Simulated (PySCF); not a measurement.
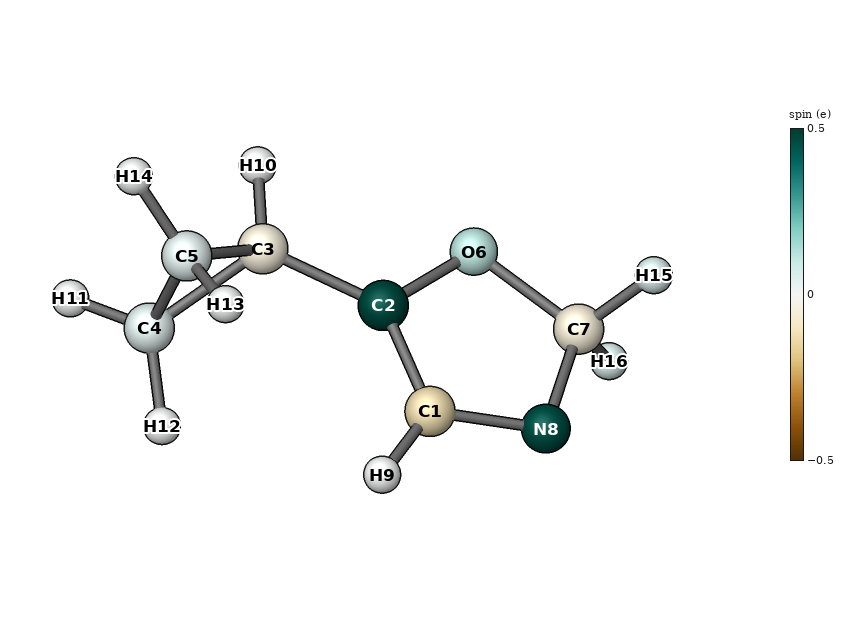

Atoms are coloured by their Mulliken spin populations. Charge 0, doublet. Computed geometry: GFN2-xTB optimisation. No frequency run is at hand to confirm it as a minimum. Level of theory: UKS B3LYP, pcH-1 on C H N O, non-relativistic (PySCF 2.14.0).

Which atom carries the largest spin population?

C2 (0.47 e).

Which atom has the lowest spin population?

C1 (−0.12 e); a negative value comes from spin polarisation.

List the Mulliken spin populations.

```csv
atom,value (e)
C1,−0.12
C2,0.47
C3,−0.05
C4,0.04
C5,0.04
O6,0.11
C7,−0.06
N8,0.45
H9,0.00
H10,0.00
H11,0.00
H12,0.00
H13,0.00
H14,0.00
H15,0.06
H16,0.06
```

Mulliken values depend strongly on the basis set.
